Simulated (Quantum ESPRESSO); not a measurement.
# F-SiSi-F chair, 1 layer: a series in biaxial strain, part 3 of 6

Wanted: a table for F-SiSi-F chair, 1 layer against biaxial strain, and what can be fitted to it.

Quantum ESPRESSO 7.5; plane-wave DFT, PBE, GBRV ultrasoft pseudopotentials.

So far. Step 2 (Relaxing cell and ions of the reference):  The last row is no step: it is a fresh SCF in the final cell with a new plane-wave basis, -1 meV from the row before. Step 3 (Relaxation with pw.x, -4 %): The relaxation lowers the energy by 4 meV an atom.

### 5. Potential by pp.x, -4 %

plot_num = 11 writes the bare and Hartree potential, from which vacuum levels or, in a crystal, the mean potential are read.

File m0.pot.in:

```
&inputpp
  prefix = 'm0.scf'
  outdir = './out'
  filplot = 'm0.pot.dat'
  plot_num = 11
/
```

Command:

```sh
$ OMP_NUM_THREADS=1 mpirun -n 4 pp.x -in m0.pot.in > m0.pot.out
```

The log of the run:

```text
[banner, memory and clock lines left out]
Program POST-PROC v.7.5 starts

          URL

     ./out/m0.scf.save/

     IMPORTANT: XC functional enforced from input :
     Exchange-correlation= PBE
                           (   1   4   3   4   0   0   0)
     Any further DFT definition will be discarded
     Please, verify this is what you really want

     negative rho (up, down):  8.995E-04 0.000E+00

     Calling punch_plot, plot_num =  11
     Writing data to file  m0.pot.dat
     Message from routine chdens:
     namelist plot not found or invalid, exiting
```

It took 0.95 s on 4 MPI ranks of Arm Neoverse V1, shared host; peak memory 0.1 GiB.

Read from the output:

| Property | Result |
| --- | --- |
| slope of the potential above | -1.06e-5 eV/Å |
| upper vacuum line continued to the top atoms, over the valence top | 6.402 eV |
| slope of the potential below | -1.07e-5 eV/Å |
| lower vacuum line continued to the bottom atoms, over the valence top | 6.401 eV |
| vacuum level at the upper face over the valence top of the mesh | 6.401 eV |
| vacuum level at the lower face over the valence top of the mesh | 6.401 eV |

Electrostatic potential energy of an electron; zero at the highest filled level of the SCF mesh. Potential energy, planar mean against z:

| z (Å) | potential energy, planar mean (eV) |
| --- | --- |
| 0 | 6.40 |
| 1 | 6.40 |
| 2 | 6.40 |
| 3 | 6.40 |
| 4 | 6.40 |
| 5 | 6.40 |
| 6 | 6.38 |
| 7 | 4.77 |
| 8 | 1.33 |
| 9 | -8.35 |
| 10 | -9.28 |
| 11 | 1.52 |
| 12 | 3.81 |
| 13 | 6.37 |
| 14 | 6.40 |
| 15 | 6.40 |
| 16 | 6.40 |
| 17 | 6.40 |
| 18 | 6.40 |

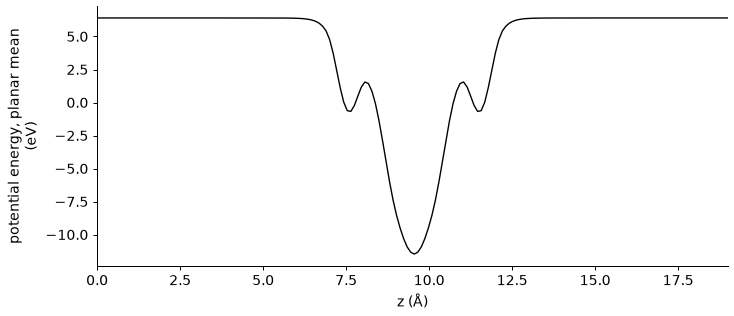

Potential energy, planar mean, plotted against z.

### 6. Band structure, -4 %

Bands along a path place the edges.

File m0.bands.in:

```
&control
  prefix = 'm0.bands'
  outdir = './out'
  pseudo_dir = './pseudo'
  calculation = 'bands'
/
&system
  ibrav = 0
  nat = 4
  ntyp = 2
  ecutwfc = 40
  ecutrho = 200
  occupations = 'smearing'
  smearing = 'fd'
  degauss = 0.002
  nbnd = 17
/
&electrons
  conv_thr = 1e-07
  mixing_beta = 0.4
  electron_maxstep = 120
  mixing_mode = 'plain'
/
ATOMIC_SPECIES
  F   18.9984  f_pbe_v1.4.uspp.F.UPF
  Si  28.0850  si_pbe_v1.uspp.F.UPF
CELL_PARAMETERS angstrom
  3.80683432416000 0.00000000000000 0.00000000000000
  -1.90341716256000 3.29681523264000 0.00000000000000
  0.00000000000000 0.00000000000000 19.10000000000000
ATOMIC_POSITIONS crystal
  F   0.666666666700 0.333333333300 0.394860506500
  Si  0.666666666700 0.333333333300 0.480135115600
  Si  0.333333333300 0.666666666700 0.519864884400
  F   0.333333333300 0.666666666700 0.605139493500
K_POINTS crystal_b
4
  0.0000000000 0.0000000000 0.0000000000 12
  0.5000000000 0.0000000000 0.0000000000 12
  0.3333333333 0.3333333333 0.0000000000 12
  0.0000000000 0.0000000000 0.0000000000 1
```

Command:

```sh
$ cp -r out/m0.scf.save out/m0.bands.save
$ cp out/m0.scf.xml out/m0.bands.xml
$ OMP_NUM_THREADS=1 mpirun -n 4 pw.x -nk 4 -in m0.bands.in > m0.bands.out
```

The log of the run:

```text
[banner, memory and clock lines left out]
Program PWSCF v.7.5 starts

          URL

     Atomic positions and unit cell read from directory:
     ./out/m0.bands.save/

     Message from routine setup:
     using ibrav=0 with symmetry is DISCOURAGED, use correct ibrav instead

     G-vector sticks info

     bravais-lattice index     =            0
     lattice parameter (alat)  =       7.1939  a.u.
     unit-cell volume          =    1617.6649 (a.u.)^3
     number of atoms/cell      =            4
     number of atomic types    =            2
     number of electrons       =        22.00
     number of Kohn-Sham states=           17
     kinetic-energy cutoff     =      40.0000  Ry
     charge density cutoff     =     200.0000  Ry
     Exchange-correlation= SLA  PW   PBE  PBE
                           (   1   4   3   4   0   0   0)

     celldm(1)=   7.193874  celldm(2)=   0.000000  celldm(3)=   0.000000
     celldm(4)=   0.000000  celldm(5)=   0.000000  celldm(6)=   0.000000

     crystal axes: (cart. coord. in units of alat)
               a(1) = (   1.000000   0.000000   0.000000 )
               a(2) = (  -0.500000   0.866025   0.000000 )
               a(3) = (   0.000000   0.000000   5.017292 )

     reciprocal axes: (cart. coord. in units 2 pi/alat)
               b(1) = (  1.000000  0.577350 -0.000000 )
               b(2) = (  0.000000  1.154701  0.000000 )
               b(3) = (  0.000000 -0.000000  0.199311 )

     PseudoPot. # 1 for F  read from file:
     ./pseudo/f_pbe_v1.4.uspp.F.UPF
     Pseudo is Ultrasoft, Zval =  7.0
     Generated by new atomic code, or converted to UPF format
     Using radial grid of  799 points,  4 beta functions with:
                l(1) =   0
                l(2) =   0
                l(3) =   1
                l(4) =   1
     Q(r) pseudized with  8 coefficients,  rinner =    0.950   0.950   0.950

     PseudoPot. # 2 for Si read from file:
     ./pseudo/si_pbe_v1.uspp.F.UPF
     Pseudo is Ultrasoft + core correction, Zval =  4.0
     Generated by new atomic code, or converted to UPF format
     Using radial grid of  899 points,  6 beta functions with:
                l(1) =   0
                l(2) =   0
                l(3) =   1
                l(4) =   1
                l(5) =   2
                l(6) =   2
     Q(r) pseudized with  8 coefficients,  rinner =    0.900   0.900   0.900
                                                       0.900   0.900

     atomic species   valence    mass     pseudopotential
     F                 7.00    18.99840     F ( 1.00)
     Si                4.00    28.08500     Si( 1.00)

     12 Sym. Ops., with inversion, found

   Cartesian axes

     site n.     atom                  positions (alat units)
         1        F      tau(   1) = (   0.5000000   0.2886751   1.9811305  )
         2        Si     tau(   2) = (   0.5000000   0.2886751   2.4089782  )
         3        Si     tau(   3) = (  -0.0000000   0.5773503   2.6083140  )
         4        F      tau(   4) = (  -0.0000000   0.5773503   3.0361616  )

     number of k points=    37  Fermi-Dirac smearing, width (Ry)=  0.0020
                       cart. coord. in units 2pi/alat
        k(    1) = (   0.0000000   0.0000000   0.0000000), wk =   0.0540541
        k(    2) = (   0.0416667   0.0240563   0.0000000), wk =   0.0540541
        k(    3) = (   0.0833333   0.0481125   0.0000000), wk =   0.0540541
        k(    4) = (   0.1250000   0.0721688   0.0000000), wk =   0.0540541
        k(    5) = (   0.1666667   0.0962250   0.0000000), wk =   0.0540541
        k(    6) = (   0.2083333   0.1202813   0.0000000), wk =   0.0540541
        k(    7) = (   0.2500000   0.1443376   0.0000000), wk =   0.0540541
        k(    8) = (   0.2916667   0.1683938   0.0000000), wk =   0.0540541
        k(    9) = (   0.3333333   0.1924501   0.0000000), wk =   0.0540541
        k(   10) = (   0.3750000   0.2165064   0.0000000), wk =   0.0540541
        k(   11) = (   0.4166667   0.2405626   0.0000000), wk =   0.0540541
        k(   12) = (   0.4583333   0.2646189   0.0000000), wk =   0.0540541
        k(   13) = (   0.5000000   0.2886751   0.0000000), wk =   0.0540541
        k(   14) = (   0.4861111   0.3127314   0.0000000), wk =   0.0540541
        k(   15) = (   0.4722222   0.3367877   0.0000000), wk =   0.0540541
        k(   16) = (   0.4583333   0.3608439   0.0000000), wk =   0.0540541
        k(   17) = (   0.4444444   0.3849002   0.0000000), wk =   0.0540541
        k(   18) = (   0.4305556   0.4089564   0.0000000), wk =   0.0540541
        k(   19) = (   0.4166667   0.4330127   0.0000000), wk =   0.0540541
        k(   20) = (   0.4027778   0.4570690   0.0000000), wk =   0.0540541
        k(   21) = (   0.3888889   0.4811252   0.0000000), wk =   0.0540541
        k(   22) = (   0.3750000   0.5051815   0.0000000), wk =   0.0540541
        k(   23) = (   0.3611111   0.5292377   0.0000000), wk =   0.0540541
        k(   24) = (   0.3472222   0.5532940   0.0000000), wk =   0.0540541
        k(   25) = (   0.3333333   0.5773503   0.0000000), wk =   0.0540541
        k(   26) = (   0.3055556   0.5292377   0.0000000), wk =   0.0540541
        k(   27) = (   0.2777778   0.4811252   0.0000000), wk =   0.0540541
        k(   28) = (   0.2500000   0.4330127   0.0000000), wk =   0.0540541
        k(   29) = (   0.2222222   0.3849002   0.0000000), wk =   0.0540541
        k(   30) = (   0.1944444   0.3367877   0.0000000), wk =   0.0540541
        k(   31) = (   0.1666667   0.2886751   0.0000000), wk =   0.0540541
        k(   32) = (   0.1388889   0.2405626   0.0000000), wk =   0.0540541
        k(   33) = (   0.1111111   0.1924501   0.0000000), wk =   0.0540541
        k(   34) = (   0.0833333   0.1443376   0.0000000), wk =   0.0540541
        k(   35) = (   0.0555556   0.0962250   0.0000000), wk =   0.0540541
        k(   36) = (   0.0277778   0.0481125   0.0000000), wk =   0.0540541
        k(   37) = (   0.0000000   0.0000000   0.0000000), wk =   0.0540541

     Dense  grid:    77167 G-vectors     FFT dimensions: (  36,  36, 180)

     Smooth grid:    55363 G-vectors     FFT dimensions: (  30,  30, 150)

     The potential is recalculated from file :
     ./out/m0.bands.save/charge-density

     negative rho (up, down):  8.995E-04 0.000E+00
     Starting wfcs are   16 randomized atomic wfcs +    1 random wfcs

     Band Structure Calculation
     Davidson diagonalization with overlap

     ethr =  4.55E-10,  avg # of iterations = 40.6

     End of band structure calculation

          k = 0.0000 0.0000 0.0000 (  6895 PWs)   bands (ev):

   -28.1437 -28.1180 -14.2691 -10.9010  -9.5058  -8.7731  -8.7731  -8.6460
    -8.6460  -3.5035  -3.5035  -3.1091   0.2582   0.2582   0.8084   1.8642
     2.6230

[...]
-28.1432 -28.1176 -14.2517 -10.9013  -9.5095  -8.7875  -8.7772  -8.6469
    -8.6451  -3.7013  -3.5422  -3.0074   0.2350   0.3393   0.9172   1.8929
     2.6456

          k = 0.0833 0.0481 0.0000 (  6925 PWs)   bands (ev):

   -28.1415 -28.1166 -14.1998 -10.9025  -9.5207  -8.8294  -8.7891  -8.6496
    -8.6429  -4.1055  -3.6481  -2.8533   0.1332   0.5719   1.2497   1.9771
     2.7137

          k = 0.1250 0.0722 0.0000 (  6927 PWs)   bands (ev):

   -28.1389 -28.1150 -14.1138 -10.9060  -9.5390  -8.8960  -8.8078  -8.6543
    -8.6394  -4.5954  -3.7981  -2.6930  -0.0375   0.9317   1.7460   2.1150
     2.8291

          k = 0.1667 0.0962 0.0000 (  6923 PWs)   bands (ev):

   -28.1354 -28.1129 -13.9948 -10.9138  -9.5641  -8.9837  -8.8316  -8.6610
    -8.6335  -5.1179  -3.9682  -2.5189  -0.2359   1.3920   2.2584   2.3678
     2.9978

          k = 0.2083 0.1203 0.0000 (  6909 PWs)   bands (ev):

   -28.1313 -28.1105 -13.8442 -10.9294  -9.5955  -9.0885  -8.8588  -8.6692
    -8.6240  -5.6374  -4.1402  -2.3313  -0.4274   1.9299   2.5112   2.9116
     3.2433

          k = 0.2500 0.1443 0.0000 (  6893 PWs)   bands (ev):

   -28.1268 -28.1080 -13.6645 -10.9578  -9.6332  -9.2045  -8.8875  -8.6785
    -8.6093  -6.1286  -4.3017  -2.1418  -0.5817   2.5244   2.7728   3.2789
     3.3802

          k = 0.2917 0.1684 0.0000 (  6894 PWs)   bands (ev):

   -28.1222 -28.1056 -13.4591 -11.0058  -9.6777  -9.3229  -8.9159  -8.6882
    -8.5883  -6.5727  -4.4452  -1.9745  -0.6654   2.7960   3.1502   3.1752
     3.6468

          k = 0.3333 0.1925 0.0000 (  6922 PWs)   bands (ev):

   -28.1179 -28.1035 -13.2335 -11.0814  -9.7302  -9.4309  -8.9422  -8.6974
    -8.5601  -6.9561  -4.5660  -1.8616  -0.6423   2.3394   3.5001   3.7593
     3.9862

          k = 0.3750 0.2165 0.0000 (  6914 PWs)   bands (ev):

   -28.1139 -28.1018 -12.9971 -11.1896  -9.7889  -9.5150  -8.9645  -8.7055
    -8.5251  -7.2691  -4.6617  -1.8164  -0.4988   1.8683   3.8941   4.2484
     4.3625

          k = 0.4167 0.2406 0.0000 (  6918 PWs)   bands (ev):

   -28.1107 -28.1007 -12.7670 -11.3250  -9.8444  -9.5703  -8.9816  -8.7117
    -8.4864  -7.5053  -4.7307  -1.8159  -0.2635   1.4250   4.3260   4.5120
     4.7752

          k = 0.4583 0.2646 0.0000 (  6912 PWs)   bands (ev):

   -28.1086 -28.1001 -12.5786 -11.4569  -9.8833  -9.6004  -8.9923  -8.7157
    -8.4526  -7.6563  -4.7723  -1.8281   0.0080   1.0398   4.6059   4.7825
     5.2101

          k = 0.5000 0.2887 0.0000 (  6932 PWs)   bands (ev):

   -28.1079 -28.0999 -12.4993 -11.5178  -9.8971  -9.6099  -8.9960  -8.7171
    -8.4384  -7.7094  -4.7862  -1.8341   0.1704   0.8412   4.6271   5.2234
     5.2301

          k = 0.4861 0.3127 0.0000 (  6926 PWs)   bands (ev):

   -28.1078 -28.0999 -12.4944 -11.5184  -9.8948  -9.6095  -9.0015  -8.7224
    -8.4323  -7.7095  -4.8331  -1.7712   0.1827   0.8451   4.5585   5.2329
     5.2376

          k = 0.4722 0.3368 0.0000 (  6918 PWs)   bands (ev):

   -28.1076 -28.0998 -12.4796 -11.5203  -9.8877  -9.6085  -9.0180  -8.7373
    -8.4152  -7.7101  -4.9614  -1.5957   0.2207   0.8564   4.3834   5.2398
     5.2677

          k = 0.4583 0.3608 0.0000 (  6930 PWs)   bands (ev):

   -28.1072 -28.0998 -12.4552 -11.5241  -9.8760  -9.6068  -9.0453  -8.7586
    -8.3898  -7.7115  -5.1436  -1.3383   0.2880   0.8748   4.1486   5.2459
     5.3007

          k = 0.4444 0.3849 0.0000 (  6910 PWs)   bands (ev):

   -28.1066 -28.0996 -12.4213 -11.5305  -9.8596  -9.6047  -9.0826  -8.7834
    -8.3586  -7.7147  -5.3522  -1.0332   0.3921   0.8990   3.8841   5.2382
     5.3288

          k = 0.4306 0.4090 0.0000 (  6916 PWs)   bands (ev):

   -28.1060 -28.0995 -12.3782 -11.5408  -9.8385  -9.6023  -9.1292  -8.8094
    -8.3232  -7.7210  -5.5661  -0.7141   0.5464   0.9273   3.6074   5.1885
     5.3337

          k = 0.4167 0.4330 0.0000 (  6924 PWs)   bands (ev):

   -28.1053 -28.0994 -12.3262 -11.5565  -9.8127  -9.5998  -9.1839  -8.8349
    -8.2844  -7.7320  -5.7701  -0.4137   0.7695   0.9570   3.3306   5.0558
     5.2765

          k = 0.4028 0.4571 0.0000 (  6926 PWs)   bands (ev):

   -28.1045 -28.0994 -12.2658 -11.5791  -9.7823  -9.5975  -9.2451  -8.8585
    -8.2426  -7.7497  -5.9534  -0.1560   0.9836   1.0748   3.0640   4.8341
     5.1319

          k = 0.3889 0.4811 0.0000 (  6938 PWs)   bands (ev):

   -28.1036 -28.0994 -12.1977 -11.6108  -9.7475  -9.5955  -9.3107  -8.8791
    -8.1977  -7.7762  -6.1081   0.0571   0.9997   1.4552   2.8183   4.5635
     4.9257

          k = 0.3750 0.5052 0.0000 (  6935 PWs)   bands (ev):

   -28.1028 -28.0995 -12.1225 -11.6535  -9.7086  -9.5939  -9.3781  -8.8960
    -8.1495  -7.8129  -6.2292   0.2394   0.9944   1.8861   2.6072   4.2825
     4.6893

          k = 0.3611 0.5292 0.0000 (  6929 PWs)   bands (ev):

   -28.1020 -28.0997 -12.0410 -11.7090  -9.6660  -9.5927  -9.4442  -8.9083
    -8.0974  -7.8601  -6.3140   0.4059   0.9536   2.3319   2.4463   4.0242
     4.4397

          k = 0.3472 0.5533 0.0000 (  6945 PWs)   bands (ev):

   -28.1012 -28.1000 -11.9544 -11.7789  -9.6215  -9.5917  -9.5050  -8.9158
    -8.0409  -7.9163  -6.3630   0.5665   0.8649   2.3491   2.7224   3.8526
     4.1857

          k = 0.3333 0.5774 0.0000 (  6939 PWs)   bands (ev):

   -28.1005 -28.1005 -11.8636 -11.8636  -9.5903  -9.5903  -9.5431  -8.9183
    -7.9790  -7.9790  -6.3786   0.7264   0.7264   2.3184   2.8861   3.9321
     3.9321

          k = 0.3056 0.5292 0.0000 (  6929 PWs)   bands (ev):

   -28.1022 -28.0996 -12.0767 -11.6755  -9.6585  -9.5837  -9.4564  -8.9089
    -8.1114  -7.8350  -6.3239   0.3437   1.0533   2.4137   2.5688   3.4375
     4.7461

          k = 0.2778 0.4811 0.0000 (  6939 PWs)   bands (ev):

   -28.1046 -28.0993 -12.3371 -11.4893  -9.7081  -9.5655  -9.3466  -8.8837
    -8.2367  -7.6558  -6.1770  -0.0989   1.3781   2.1305   2.6274   2.9803
     4.9999

          k = 0.2500 0.4330 0.0000 (  6911 PWs)   bands (ev):

   -28.1080 -28.0998 -12.6253 -11.3186  -9.7249  -9.5276  -9.2383  -8.8480
    -8.3449  -7.4299  -5.9574  -0.5464   1.4752   1.9741   2.4992   2.9710
     4.5098

          k = 0.2222 0.3849 0.0000 (  6905 PWs)   bands (ev):

   -28.1122 -28.1011 -12.9211 -11.1758  -9.7164  -9.4646  -9.1376  -8.8079
    -8.4332  -7.1466  -5.6787  -0.9757   1.1615   2.1033   2.3088   3.3084
     4.0032

          k = 0.1944 0.3368 0.0000 (  6887 PWs)   bands (ev):

   -28.1171 -28.1031 -13.2076 -11.0675  -9.6912  -9.3761  -9.0484  -8.7683
    -8.5024  -6.7977  -5.3533  -1.3760   0.8376   1.7375   2.7373   3.5468
     3.6627

          k = 0.1667 0.2887 0.0000 (  6887 PWs)   bands (ev):

   -28.1224 -28.1056 -13.4725 -10.9934  -9.6563  -9.2681  -8.9726  -8.7327
    -8.5542  -6.3804  -4.9964  -1.7416   0.5693   1.4105   3.0235   3.3259
     3.6339

          k = 0.1389 0.2406 0.0000 (  6901 PWs)   bands (ev):

   -28.1278 -28.1085 -13.7070 -10.9474  -9.6180  -9.1506  -8.9103  -8.7030
    -8.5913  -5.8987  -4.6274  -2.0683   0.3695   1.1250   2.7271   3.2970
     3.5525

          k = 0.1111 0.1925 0.0000 (  6913 PWs)   bands (ev):

   -28.1329 -28.1114 -13.9051 -10.9216  -9.5812  -9.0344  -8.8605  -8.6798
    -8.6161  -5.3642  -4.2712  -2.3532   0.2444   0.8824   2.4316   2.9073
     3.2115

          k = 0.0833 0.1443 0.0000 (  6913 PWs)   bands (ev):

   -28.1373 -28.1141 -14.0626 -10.9087  -9.5495  -8.9300  -8.8224  -8.6631
    -8.6316  -4.7986  -3.9562  -2.5956   0.1935   0.6809   2.1638   2.1916
     2.9045

          k = 0.0556 0.0962 0.0000 (  6913 PWs)   bands (ev):

   -28.1408 -28.1162 -14.1768 -10.9033  -9.5256  -8.8467  -8.7951  -8.6525
    -8.6404  -4.2394  -3.7108  -2.8004   0.2029   0.5106   1.4377   2.0135
     2.7445

          k = 0.0278 0.0481 0.0000 (  6913 PWs)   bands (ev):

   -28.1430 -28.1175 -14.2460 -10.9014  -9.5108  -8.7922  -8.7786  -8.6473
    -8.6447  -3.7541  -3.5561  -2.9837   0.2390   0.3497   0.9569   1.9023
     2.6531

          k = 0.0000 0.0000 0.0000 (  6895 PWs)   bands (ev):

   -28.1437 -28.1180 -14.2691 -10.9010  -9.5058  -8.7731  -8.7731  -8.6460
    -8.6460  -3.5035  -3.5035  -3.1091   0.2582   0.2582   0.8084   1.8642
     2.6230

     XML data file, pseudopotentials, collected wavefunctions

                                        0.00s GPU  (     457 calls)
```

Wall time 17 s (4 MPI ranks); peak memory 0.34 GiB; 68 s of CPU time.

Numbers from this step:

```
valence top, on the run's zero : -3.504 eV
```

Band numbers count within the set of bands kept for display. Electronic bands along the path, in eV, zero at the highest filled level of the SCF mesh; v1 is the highest filled band, c1 the lowest empty one:

| point | v4 | v3 | v2 | v1 | c1 | c2 | c3 | c4 |
| --- | --- | --- | --- | --- | --- | --- | --- | --- |
| Γ | -5.14 | -5.14 | 0.00 | 0.00 | 0.39 | 3.76 | 3.76 | 4.31 |
| M | -5.21 | -4.93 | -4.21 | -1.28 | 1.67 | 3.67 | 4.34 | 8.13 |
| K | -5.41 | -4.48 | -4.48 | -2.88 | 4.23 | 4.23 | 5.82 | 6.39 |
| Γ | -5.14 | -5.14 | 0.00 | 0.00 | 0.39 | 3.76 | 3.76 | 4.31 |

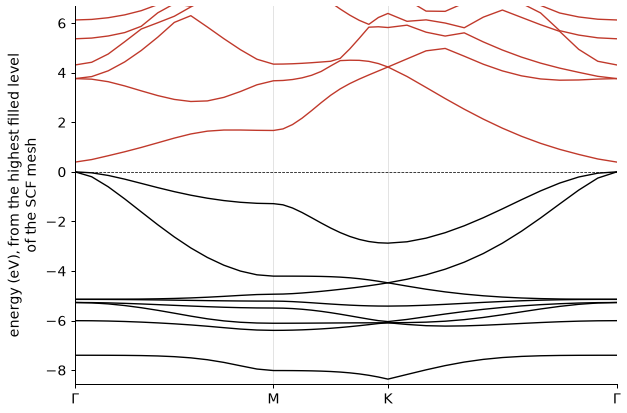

Electronic bands along the path; lines of filled and empty bands in two colours.

Along this path the valence top lies at Γ and the conduction bottom at Γ.

(Part 3 of 6 ends here.)

[Logs are printed without paths, hosts, clocks, repeated set-up lines and the standing remarks that a program may print on its own settings, such as how far it seeks lower states.]

[Hosts, paths, dates, database ids (printed as entryN), source tags and the programs' standing remarks are cut or masked in the printed files.]

[Maps of the electrostatic potential energy from Ansatz leave out the sawtooth potential of an applied field or a dipole correction, so their vacuum need not be flat; planar profiles and work functions include it.]
